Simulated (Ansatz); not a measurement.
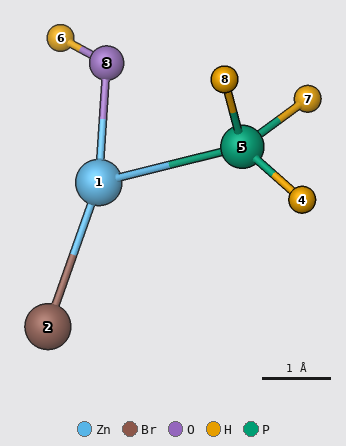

**Figure 1.** The starting structure (ball-and-stick view, seen at a tilt; atoms are numbered from 1 in the order of the input). Sticks mark near contacts.

**Run report: ZnPH4BrO, nudged elastic band**

ZnPH4BrO, computed with RKS B3LYP-D4/def2-SVP (Ansatz 0.2.0).

One setting was made poor on purpose. It belongs to a series of runs on one base structure; here: band between the two ends. Figures and captions count atoms from 1; the log counts them from 0 in places.

### Input file
```yaml
crystal:
  periodic: [false, false, false]
  atoms:
    - { symbol: Zn, position_ang: [0.011757, -0.984543, -1.05993] }
    - { symbol: Br, position_ang: [1.725481, -1.888639, -2.252671] }
    - { symbol: O, position_ang: [-1.665897, -0.653996, -0.464531] }
    - { symbol: H, position_ang: [1.79335, 1.451845, 1.200323] }
    - { symbol: P, position_ang: [0.592489, 0.820292, 0.774936] }
    - { symbol: H, position_ang: [-2.372448, -1.166491, -0.877267] }
    - { symbol: H, position_ang: [-0.199828, 1.986517, 0.625392] }
    - { symbol: H, position_ang: [0.115197, 0.434915, 2.053648] }
basis:
  gaussian: { orbitals: def2-SVP }
hamiltonian:
  xc: b3lyp
  dispersion: d4
neb:
  order_check: false
  images: 7
  f_tol: 0.5
  max_iterations: 60
  final_atoms:
    - { symbol: Zn, position_ang: [-0.84029493, -0.14683346, -0.05745896] }
    - { symbol: Br, position_ang: [1.92857804, -1.20434561, -1.51726534] }
    - { symbol: O, position_ang: [-2.08684446, -1.11703637, -0.89440506] }
    - { symbol: H, position_ang: [2.2039854, -0.15010215, -0.57736178] }
    - { symbol: P, position_ang: [0.60166637, 1.194766, 1.1216338] }
    - { symbol: H, position_ang: [-1.72542522, -1.69357315, -1.58088774] }
    - { symbol: H, position_ang: [-0.23509017, 2.35284428, 1.0969915] }
    - { symbol: H, position_ang: [0.15352595, 0.76418045, 2.40865358] }
  initial_path:
    images:
      - { positions_ang: [[0.011757, -0.984543, -1.05993], [1.725481, -1.888639, -2.252671], [-1.665897, -0.653996, -0.464531], [1.79335, 1.451845, 1.200323], [0.592489, 0.820292, 0.774936], [-2.372448, -1.166491, -0.877267], [-0.199828, 1.986517, 0.625392], [0.115197, 0.434915, 2.053648]] }
      - { positions_ang: [[-0.16927376, -0.95999978, -0.89562385], [1.779782, -1.65425858, -2.03243399], [-1.82369413, -0.76014638, -0.62005304], [1.81460849, 1.20931348, 0.90413882], [0.56930265, 0.86031807, 0.85190935], [-2.39478346, -1.32008684, -1.08633428], [-0.08435225, 2.07505104, 0.73715834], [0.30851147, 0.549709, 2.14113865]] }
      - { positions_ang: [[-0.35030452, -0.93545656, -0.73131769], [1.834083, -1.41987815, -1.81219699], [-1.98149127, -0.86629677, -0.77557508], [1.83586698, 0.96678196, 0.60795465], [0.5461163, 0.90034414, 0.9288827], [-2.41711891, -1.47368269, -1.29540156], [0.03112349, 2.16358508, 0.84892468], [0.50182593, 0.66450299, 2.2286293]] }
      - { positions_ang: [[-0.53133527, -0.91091334, -0.56701154], [1.88838399, -1.18549773, -1.59195998], [-2.1392884, -0.97244715, -0.93109712], [1.85712547, 0.72425044, 0.31177047], [0.52292994, 0.94037021, 1.00585605], [-2.43945437, -1.62727853, -1.50446884], [0.14659924, 2.25211912, 0.96069102], [0.6951404, 0.77929699, 2.31611995]] }
      - { positions_ang: [[-0.71236603, -0.88637012, -0.40270539], [1.94268499, -0.9511173, -1.37172297], [-2.29708554, -1.07859753, -1.08661916], [1.87838395, 0.48171892, 0.01558629], [0.49974359, 0.98039627, 1.08282939], [-2.46178982, -1.78087438, -1.71353612], [0.26207499, 2.34065316, 1.07245735], [0.88845486, 0.89409098, 2.4036106]] }
      - { positions_ang: [[-0.74434825, -0.70148596, -0.31639378], [1.93915825, -1.01442438, -1.40810856], [-2.24452527, -1.08820724, -1.03856563], [1.95978432, 0.32376365, -0.13265073], [0.52522429, 1.03398871, 1.0925305], [-2.27769867, -1.75904907, -1.68037403], [0.1377837, 2.34370094, 1.07859089], [0.70472264, 0.86161335, 2.40487135]] }
      - { positions_ang: [[-0.77633048, -0.51660179, -0.23008217], [1.93563152, -1.07773146, -1.44449416], [-2.191965, -1.09781695, -0.99051211], [2.04118468, 0.16580839, -0.28088775], [0.55070498, 1.08758114, 1.1022316], [-2.09360752, -1.73722376, -1.64721193], [0.01349241, 2.34674872, 1.08472443], [0.52099041, 0.82913571, 2.40613209]] }
      - { positions_ang: [[-0.8083127, -0.33171762, -0.14377057], [1.93210478, -1.14103853, -1.48087975], [-2.13940473, -1.10742666, -0.94245859], [2.12258504, 0.00785312, -0.42912477], [0.57618568, 1.14117357, 1.1119327], [-1.90951637, -1.71539846, -1.61404984], [-0.11079888, 2.3497965, 1.09085797], [0.33725818, 0.79665808, 2.40739284]] }
      - { positions_ang: [[-0.84029493, -0.14683346, -0.05745896], [1.92857804, -1.20434561, -1.51726534], [-2.08684446, -1.11703637, -0.89440506], [2.2039854, -0.15010215, -0.57736178], [0.60166637, 1.194766, 1.1216338], [-1.72542522, -1.69357315, -1.58088774], [-0.23509017, 2.35284428, 1.0969915], [0.15352595, 0.76418045, 2.40865358]] }
```

Hardware: 2 threads of Intel Xeon (Granite Rapids), 16 GiB of memory available, shared host.

Run as:
```bash
ansatz run input.yaml --threads 2 --pin off --max-ram 3072MiB --backend cpu --events-out ev --progress --plain --runs-dir out
```

### Output
```
Engine: ansatz 0.2.0, x86_64-unknown-linux-gnu
Functional definition: B3LYP
  parameter a0 = 0.2
  parameter ax = 0.72
  parameter ac = 0.81
  exchange = (1 - a0 - ax)*slater_x + ax*b88_x + a0*exact_x
  correlation = (1 - ac)*vwn_rpa_c + ac*lyp_c
1178 factors; integrals over basis functions are off by at most 3.0e-4 eV
mean field evaluation 1: about -129844.2154 eV, gradient 6.5e1 eV
mean field evaluation 2: about -129784.5578 eV, gradient 1.7e2 eV
mean field evaluation 4: about -129851.1532 eV, gradient 1.6e1 eV
mean field evaluation 8: about -129851.5615 eV, gradient 2.4e-1 eV
mean field evaluation 16: about -129851.5617 eV, gradient 1.7e-5 eV
mean field -129851.56172059 eV, -4771.9568766819 hartree, gradient 1.8e-5 eV, S^2 0.000000; 0 other end points of the search recorded, 0 dependent functions left out
the calculation of the forces begins
reference -129851.56199787 eV, -4771.9568868719 hartree; 46, 46 occupied and 69, 69 virtual orbitals, 1178 factors
1181 factors; integrals over basis functions are off by at most 7.7e-4 eV
mean field evaluation 32: about -129850.4096 eV, gradient 4.0e-4 eV
mean field -129850.40958547 eV, -4771.9145364973 hartree, gradient 2.7e-5 eV, S^2 0.000000; 0 other end points of the search recorded, 0 dependent functions left out
[... from here on the field's lines of each further geometry are left out, up to the last ...]
NEB iter   1: max|band force component| = 6.497e0 eV/Å  barrier→ = 2.2240 eV  barrier← = 1.0695 eV  Δτ_max = 0.2000 Å  (249 SCF iters)
NEB iter   2: max|band force component| = 2.647e0 eV/Å  barrier→ = 1.4489 eV  barrier← = 0.2944 eV  Δτ_max = 0.2000 Å  (224 SCF iters)
NEB iter   3: max|band force component| = 3.200e0 eV/Å  barrier→ = 1.3970 eV  barrier← = 0.2425 eV  Δτ_max = 0.0995 Å  (213 SCF iters)
NEB iter   4: max|band force component| = 6.242e-1 eV/Å  barrier→ = 1.3901 eV  barrier← = 0.2355 eV  Δτ_max = 0.1963 Å  (216 SCF iters)
NEB iter   5: max|band force component| = 7.017e-1 eV/Å  barrier→ = 1.4144 eV  barrier← = 0.2599 eV  Δτ_max = 0.1012 Å  (213 SCF iters)
the calculation of the forces begins
reference -129850.32220708 eV, -4771.9113254006 hartree; 46, 46 occupied and 69, 69 virtual orbitals, 1181 factors
1180 factors; integrals over basis functions are off by at most 8.9e-4 eV
mean field -129850.13520110 eV, -4771.9044530575 hartree, gradient 1.8e-5 eV, S^2 0.000000; 1 other end points of the search recorded, 0 dependent functions left out
the calculation of the forces begins
reference -129850.13546993 eV, -4771.9044629369 hartree; 46, 46 occupied and 69, 69 virtual orbitals, 1180 factors
NEB iter   6: max|band force component| = 4.401e-1 eV/Å  barrier→ = 1.4000 eV  barrier← = 0.2455 eV  CI = image 6  Δτ_max = 0.0000 Å  (408 SCF iters)
```

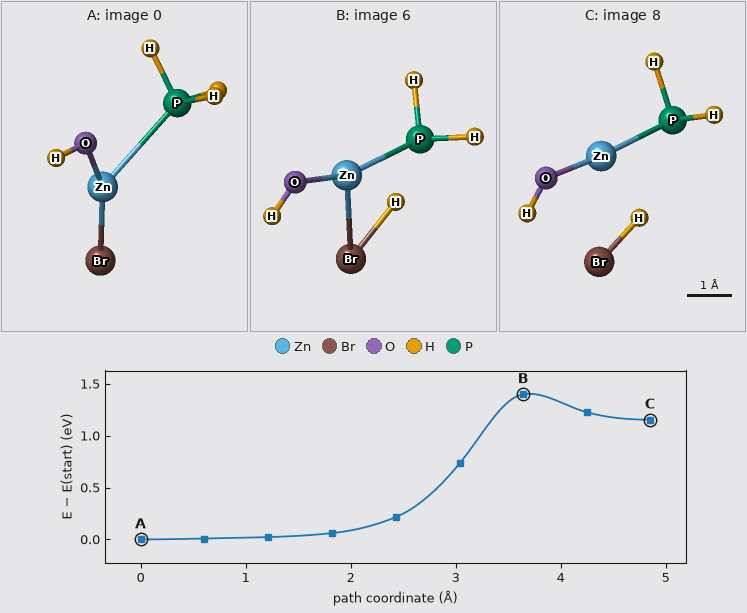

**Figure 2.** Images of the last band (counted from 0; ball-and-stick, seen at a tilt) above the energy along the path; the line is a cubic interpolation that uses the forces. The highest image is number 6, 1.400 eV above the start and 0.245 eV above the end (the climbing image); the end lies 1.155 eV above the start. The path is 4.85 Å long. The band converged in 6 iterations.

```
Total energy: -129850.44829282 eV, -4771.9159589661 hartree
Atom 0 at    -0.743679    -0.383099    -0.297065 Å, force    -0.259833    -0.123482    -0.023965 eV/Å
Atom 1 at     1.709562    -1.001723    -1.305614 Å, force    -0.066726    -0.010383    -0.007266 eV/Å
Atom 2 at    -2.204943    -1.215945    -0.972740 Å, force     0.380060     0.151894     0.069824 eV/Å
Atom 3 at     1.692055     0.227149    -0.127925 Å, force     0.199184     0.159056     0.099542 eV/Å
Atom 4 at     0.637610     1.041633     0.981525 Å, force    -0.288889    -0.084636     0.078533 eV/Å
Atom 5 at    -1.912566    -1.781954    -1.703120 Å, force    -0.106015    -0.000034     0.041183 eV/Å
Atom 6 at     0.192317     2.391373     1.054167 Å, force     0.104919    -0.043751    -0.083086 eV/Å
Atom 7 at     0.629745     0.722466     2.370672 Å, force     0.037300    -0.048664    -0.174763 eV/Å
Dipole moment:     0.168375     0.416057     0.396293 e Å
this run last wrote the band of iteration 6 to [file]
```

### The last band as extended XYZ (Å, eV, eV/Å)
```
8
Properties=species:S:1:pos:R:3:forces:R:3 image=0 energy=-129851.84804
Zn    0.0118   -0.9845   -1.0599   -0.0053   0.0067   0.0068
Br    1.7255   -1.8886   -2.2527    0.0083  -0.0034  -0.0063
O    -1.6659   -0.6540   -0.4645   -0.0023  -0.0030  -0.0027
H     1.7933    1.4518    1.2003    0.0005  -0.0010   0.0005
P     0.5925    0.8203    0.7749    0.0037   0.0005   0.0011
H    -2.3724   -1.1665   -0.8773   -0.0032  -0.0001   0.0023
H    -0.1998    1.9865    0.6254    0.0003  -0.0004  -0.0019
H     0.1152    0.4349    2.0536   -0.0021   0.0006   0.0001
8
Properties=species:S:1:pos:R:3:forces:R:3 image=1 energy=-129851.83941
Zn   -0.1093   -0.9598   -1.0038    0.0016   0.0094   0.0028
Br    1.7659   -1.6788   -2.0910   -0.0074  -0.0103  -0.0062
O    -1.8500   -0.7909   -0.5519    0.0105  -0.0028  -0.0030
H     1.8997    1.2852    1.0411   -0.0136  -0.0015   0.0032
P     0.5745    0.8291    0.8083    0.0152   0.0065  -0.0006
H    -2.4524   -1.3445   -1.0657    0.0076   0.0065   0.0089
H    -0.0516    2.0988    0.7056   -0.0064  -0.0028  -0.0009
H     0.2232    0.5607    2.1573   -0.0075  -0.0051  -0.0042
8
Properties=species:S:1:pos:R:3:forces:R:3 image=2 energy=-129851.82566
Zn   -0.2334   -0.9290   -0.9293   -0.0361   0.0264   0.0071
Br    1.7639   -1.5390   -1.8745   -0.0067  -0.0190  -0.0062
O    -2.0209   -0.8932   -0.6797    0.0498  -0.0166  -0.0166
H     1.9394    1.1834    0.8220   -0.0207   0.0007   0.0079
P     0.5586    0.8557    0.8522    0.0197   0.0089   0.0036
H    -2.4926   -1.4870   -1.2796    0.0128   0.0190   0.0260
H     0.0416    2.1790    0.8378   -0.0076  -0.0116   0.0007
H     0.4436    0.6301    2.2510   -0.0114  -0.0079  -0.0225
8
Properties=species:S:1:pos:R:3:forces:R:3 image=3 energy=-129851.78738
Zn   -0.3665   -0.8754   -0.8222   -0.0688   0.0004  -0.0254
Br    1.7083   -1.3990   -1.6715    0.0199  -0.0489  -0.0294
O    -2.1673   -1.0169   -0.8027    0.0977  -0.0017  -0.0078
H     1.9172    1.0522    0.6177    0.0156   0.0414   0.0438
P     0.5410    0.8947    0.9123   -0.0069   0.0224   0.0060
H    -2.4615   -1.6305   -1.4914   -0.0065   0.0430   0.0651
H     0.1762    2.2694    0.9393   -0.0207  -0.0352   0.0015
H     0.6529    0.7054    2.3185   -0.0303  -0.0214  -0.0538
8
Properties=species:S:1:pos:R:3:forces:R:3 image=4 energy=-129851.63218
Zn   -0.4945   -0.7147   -0.6521    0.0716  -0.2048  -0.2247
Br    1.5942   -1.2304   -1.5249    0.1347  -0.1372  -0.1449
O    -2.2167   -1.1543   -0.8890   -0.2976   0.1339   0.1662
H     1.8123    0.8321    0.4306    0.1891   0.2136   0.1727
P     0.5111    0.9395    0.9602   -0.0795   0.0271   0.0188
H    -2.3187   -1.7418   -1.6483    0.0341  -0.0339  -0.0148
H     0.3440    2.3489    0.9849   -0.0308   0.0101   0.0205
H     0.7685    0.7205    2.3384   -0.0216  -0.0089   0.0062
8
Properties=species:S:1:pos:R:3:forces:R:3 image=5 energy=-129851.11382
Zn   -0.6329   -0.5329   -0.4428    0.1817  -0.5337  -0.5770
Br    1.5820   -1.0882   -1.3992   -0.3554  -0.2292  -0.1506
O    -2.2278   -1.2054   -0.9449   -0.0533   0.1130   0.0932
H     1.6792    0.5523    0.1873    0.4143   0.6777   0.5407
P     0.5450    0.9660    0.9624   -0.5485   0.1560   0.3864
H    -2.0486   -1.7736   -1.7074   -0.0887  -0.0445   0.0011
H     0.3467    2.3749    1.0007    0.2671  -0.1023  -0.1242
H     0.7566    0.7068    2.3439    0.1828  -0.0370  -0.1697
8
Properties=species:S:1:pos:R:3:forces:R:3 image=6 energy=-129850.44802
Zn   -0.7437   -0.3831   -0.2971   -0.2598  -0.1235  -0.0240
Br    1.7096   -1.0017   -1.3056   -0.0667  -0.0104  -0.0073
O    -2.2049   -1.2159   -0.9727    0.3801   0.1519   0.0698
H     1.6921    0.2271   -0.1279    0.1992   0.1591   0.0995
P     0.6376    1.0416    0.9815   -0.2889  -0.0846   0.0785
H    -1.9126   -1.7820   -1.7031   -0.1060   0.0000   0.0412
H     0.1923    2.3914    1.0542    0.1049  -0.0438  -0.0831
H     0.6297    0.7225    2.3707    0.0373  -0.0487  -0.1748
8
Properties=species:S:1:pos:R:3:forces:R:3 image=7 energy=-129850.62154
Zn   -0.8371   -0.2568   -0.1267   -0.0771   0.0505   0.0469
Br    1.8835   -1.0480   -1.3867    0.0688  -0.0092  -0.0173
O    -2.1400   -1.1713   -0.9445    0.0158   0.0726   0.0926
H     1.9294    0.0158   -0.3592    0.1052  -0.1127  -0.1486
P     0.6410    1.0993    1.0350    0.0047   0.0105   0.0126
H    -1.8483   -1.7427   -1.6661    0.0639   0.0062   0.0053
H    -0.0261    2.3561    1.0548   -0.0824  -0.0020   0.0201
H     0.3976    0.7473    2.3933   -0.0989  -0.0160  -0.0116
8
Properties=species:S:1:pos:R:3:forces:R:3 image=8 energy=-129850.69351
Zn   -0.8403   -0.1468   -0.0575   -0.0095  -0.0219  -0.0196
Br    1.9286   -1.2043   -1.5173    0.0025   0.0045   0.0015
O    -2.0868   -1.1170   -0.8944    0.0212   0.0043   0.0004
H     2.2040   -0.1501   -0.5774    0.0017  -0.0053  -0.0041
P     0.6017    1.1948    1.1216   -0.0183  -0.0013   0.0019
H    -1.7254   -1.6936   -1.5809   -0.0089   0.0095   0.0130
H    -0.2351    2.3528    1.0970    0.0073   0.0079   0.0030
H     0.1535    0.7642    2.4087    0.0041   0.0023   0.0039
```

### Results in brief

- outcome: converged
- barrier, forward: 1.400 eV
- barrier, backward: 0.245 eV
- wall time: 1.8 min (CPU time 3.4 min)
- peak memory: 0.32 GiB

### Remarks

A deliberately poor setting: loose force. The order of the saddle point was not checked.
